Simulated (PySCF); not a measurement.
Run report: C$_{5}$H$_{5}$P, NMR shielding calculation

System: C$_{5}$H$_{5}$P (phosphabenzene).
Method: GIAO PBE0/6-31G* NMR shielding, non-relativistic, gas phase (PySCF 2.14.0).

The geometry comes from this level: PBE0-D3(BJ)/def2-SVP. Figures and captions count atoms from 1; the log counts them from 0 in places.

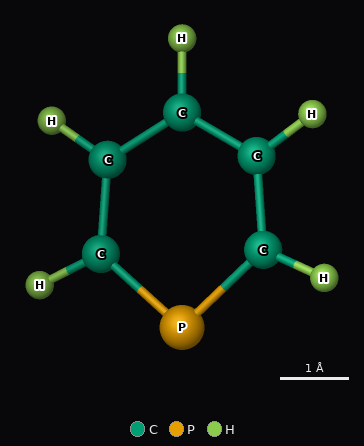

The structure (ball-and-stick view, seen at a tilt). Bond lengths as drawn: C–C 1.39 to 1.40 Å, C–H 1.09 to 1.10 Å and C–P 1.74 Å.

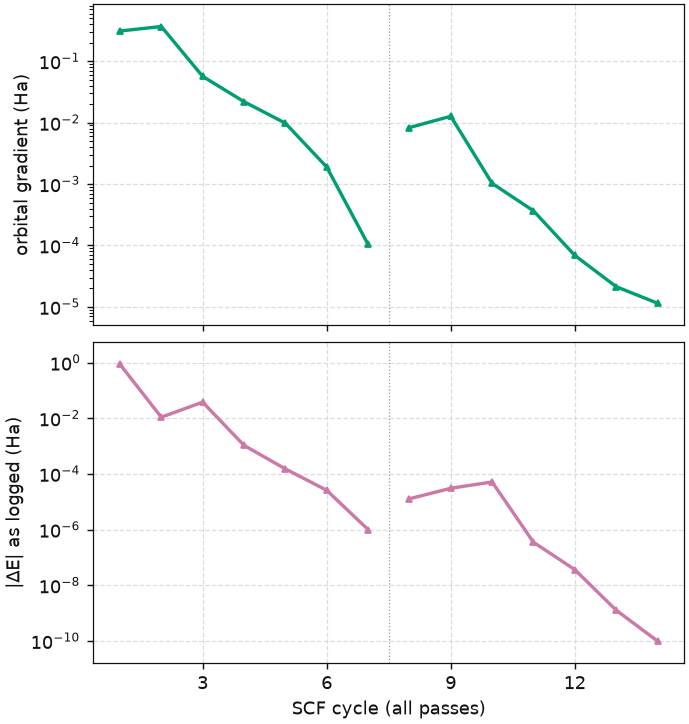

Convergence of the self-consistent field: orbital gradient and size of the energy change against the SCF cycle. The dotted line marks the change from a coarse to the final integration grid. The first 7 cycles use a coarse grid, the final grid takes over at cycle 8, and the field converges after 14 cycles in all.

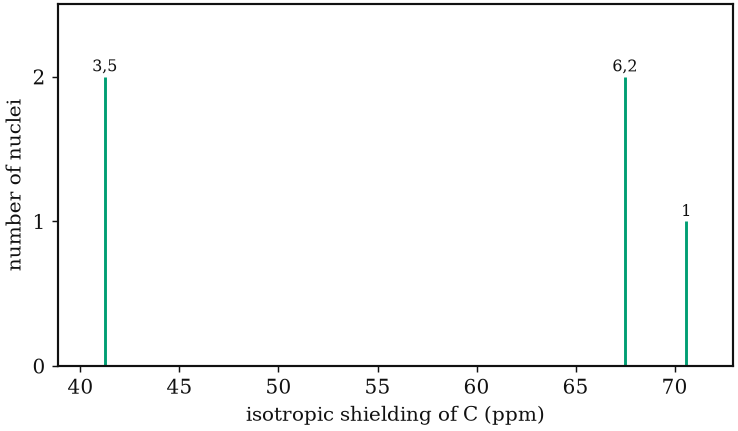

Isotropic shieldings of the carbon nuclei in this fixed geometry, labelled by atom number; shielding grows to the right, so chemical shift grows to the left. The least shielded is C3 (41.2 ppm), the most shielded C1 (70.6 ppm).

The input and output of the run follow.

## The input
```
{"job": {"kind": "nmr", "xc": "PBE0", "basis": "6-31G*", "pop": true}, "charge": 0, "multiplicity": 1}
C     -0.166082     1.158389    -0.039137
C     -1.369081     0.452575     0.004577
C     -1.436779    -0.935660     0.069418
P     -0.070243    -2.008661     0.106481
C      1.228845    -0.855797     0.042937
C      1.078083     0.525608    -0.020460
H     -0.198817     2.249520    -0.089639
H     -2.303750     1.022720    -0.013229
H     -2.428048    -1.401536     0.100055
H      2.246262    -1.262017     0.053248
H      1.976353     1.150672    -0.057363
```

The first line tells a small driver script what to run in PySCF; the rest is the geometry in Å.

Command:
```bash
OMP_NUM_THREADS=1 python <driver script> task.json out
```

## The program's output
```
coarse grid: 10160 points
cycle   1  E = -534.5253284501  dE =  8.629e-01  |g| = 3.111e-01  |ddm| = 3.440e+00
cycle   2  E = -534.5144423971  dE =  1.089e-02  |g| = 3.685e-01  |ddm| = 7.277e-01
cycle   3  E = -534.5522483779  dE = -3.781e-02  |g| = 5.676e-02  |ddm| = 4.928e-01
cycle   4  E = -534.5533059407  dE = -1.058e-03  |g| = 2.200e-02  |ddm| = 1.249e-01
cycle   5  E = -534.5534568992  dE = -1.510e-04  |g| = 9.818e-03  |ddm| = 3.724e-02
cycle   6  E = -534.5534826367  dE = -2.574e-05  |g| = 1.898e-03  |ddm| = 1.087e-02
cycle   7  E = -534.5534836378  dE = -1.001e-06  |g| = 1.043e-04  |ddm| = 2.473e-03
final grid: 94832 points
cycle   8  E = -534.4921149196  dE = -1.276e-05  |g| = 8.320e-03  |ddm| = 1.996e-02
cycle   9  E = -534.4920845050  dE =  3.041e-05  |g| = 1.273e-02  |ddm| = 2.391e-02
cycle  10  E = -534.4921358168  dE = -5.131e-05  |g| = 1.027e-03  |ddm| = 1.679e-02
cycle  11  E = -534.4921361674  dE = -3.505e-07  |g| = 3.674e-04  |ddm| = 1.740e-03
cycle  12  E = -534.4921362036  dE = -3.630e-08  |g| = 6.901e-05  |ddm| = 4.070e-04
cycle  13  E = -534.4921362049  dE = -1.267e-09  |g| = 2.137e-05  |ddm| = 9.600e-05
cycle  14  E = -534.4921362050  dE = -9.868e-11  |g| = 1.148e-05  |ddm| = 4.017e-05
converged SCF energy = -534.4921362050

GIAO shielding tensors (ppm)
atom      isotropic    diamagn.    paramagn.     s11        s22        s33       span
  0 C       70.586     256.348    -185.762    -22.794     49.860    184.693    207.488
  1 C       67.504     255.212    -187.708    -34.349     50.180    186.681    221.030
  2 C       41.181     259.604    -218.423   -112.844     46.758    189.629    302.473
  3 P      173.824     971.318    -797.495    -77.353     45.690    553.134    630.487
  4 C       41.266     259.686    -218.420   -112.605     46.756    189.646    302.250
  5 C       67.471     255.669    -188.198    -34.439     50.187    186.664    221.104
  6 H       24.476      29.576      -5.099     20.895     24.977     27.556      6.661
  7 H       24.051      28.887      -4.836     20.031     24.620     27.501      7.471
  8 H       23.010      29.012      -6.002     20.675     20.898     27.456      6.780
  9 H       23.015      29.455      -6.440     20.689     20.898     27.460      6.771
 10 H       24.049      29.385      -5.336     20.039     24.612     27.497      7.459
```

## Summary

| quantity | value |
| --- | --- |
| outcome | converged |
| total energy | −534.492136 hartree |
| HOMO | −6.95 eV |
| LUMO | −1.21 eV |
| dipole moment | 1.91 D |
| isotropic shielding, C | 41.2 to 70.6 ppm |
| isotropic shielding, P | 173.8 ppm |
| isotropic shielding, H | 23.0 to 24.5 ppm |
| hardware | 1 CPU thread, shared host |
| wall time | 6.7 s |
| peak memory | 0.55 GiB |
